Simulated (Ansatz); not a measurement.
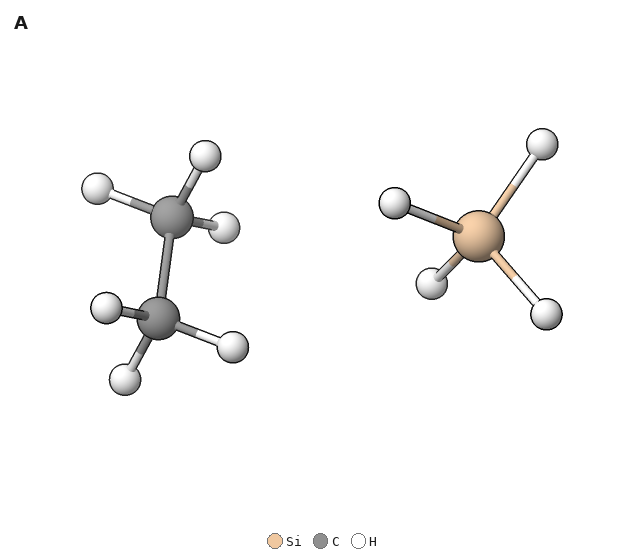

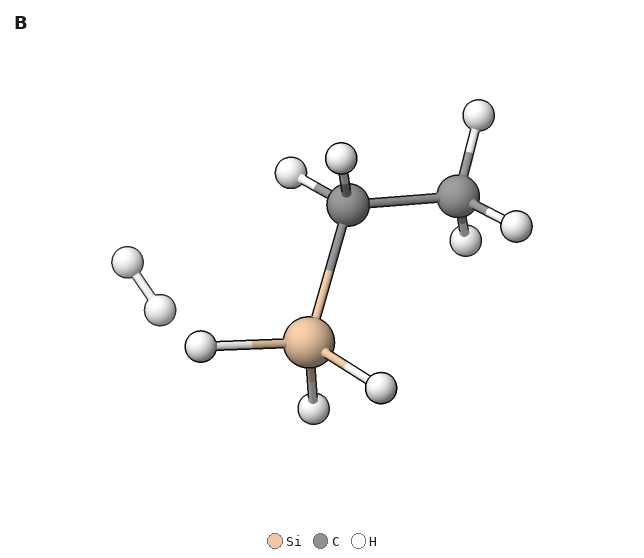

2 stationary structures of one formula. Geometries: PBE0-D4/def2-TZVP. Electronic energies: CCSD(T)/CBS (MP2 limit from def2-TZVPP and def2-QZVPP plus CCSD(T) − MP2) (Ansatz 0.2.0), without zero-point energy. No frequency run is at hand to confirm each as a minimum. Each is one conformer, not always the lowest.

Which structure is the most stable?

A is lowest; B lies 7.7 kcal/mol above it.

Give E(B) − E(A) in kcal/mol at these levels too: RHF-CCSD(T) (frozen core)/def2-SVP; PBE-D4/def2-SVP; B3LYP-D4/6-31G; r2SCAN-D4/def2-TZVPP; r2SCAN0-D4/def2-TZVPP; B3LYP-D4/def2-TZVPP; BHLYP-D4/def2-TZVPP; CAM-B3LYP-D4/def2-TZVPP.

```tsv
level	E(B) − E(A) (kcal/mol)
RHF-CCSD(T) (frozen core)/def2-SVP	+11.2
PBE-D4/def2-SVP	+8.5
B3LYP-D4/6-31G	+10.5
r2SCAN-D4/def2-TZVPP	+7.6
r2SCAN0-D4/def2-TZVPP	+8.1
B3LYP-D4/def2-TZVPP	+8.6
BHLYP-D4/def2-TZVPP	+9.7
CAM-B3LYP-D4/def2-TZVPP	+9.3
```
